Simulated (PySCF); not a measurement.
SMILES OB(O)CC[SiH3] (C₂H₉BO₂Si) at its GFN2-xTB optimised geometry (Å):

```
15

O      2.2557    -1.7959    -1.1341
B      1.7598    -1.2766     0.0061
O      1.7452    -2.0745     1.1123
C      1.1815     0.2171     0.0000
C     -0.3574     0.2171     0.0000
Si    -1.0928     1.9693     0.0000
H      2.5556    -2.7028    -1.0542
H      1.3861    -1.6858     1.9077
H      1.5323     0.7742     0.8732
H      1.5326     0.7542    -0.8809
H     -0.7188    -0.3394     0.8687
H     -0.7051    -0.3321    -0.8768
H     -0.6310     2.7028    -1.1793
H     -0.6612     2.6751     1.2114
H     -2.5556     1.8812    -0.0096
```

Level of theory: PySCF with PBE0/def2-TZVP. Cells within 0.4 Å of a nucleus heavier than hydrogen are left out (blank, or x).

Map of the Laplacian of the electron density (e/bohr⁵), clipped to [-1.50, 1.50] on the plane z = 0.0 Å:

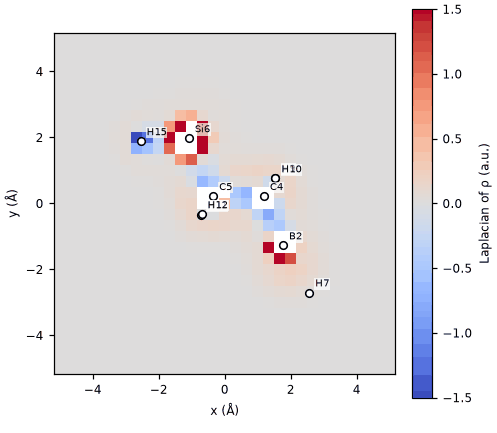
*Laplacian of the electron density (e/bohr⁵), clipped to [-1.50, 1.50] on the plane z = 0.0 Å.*
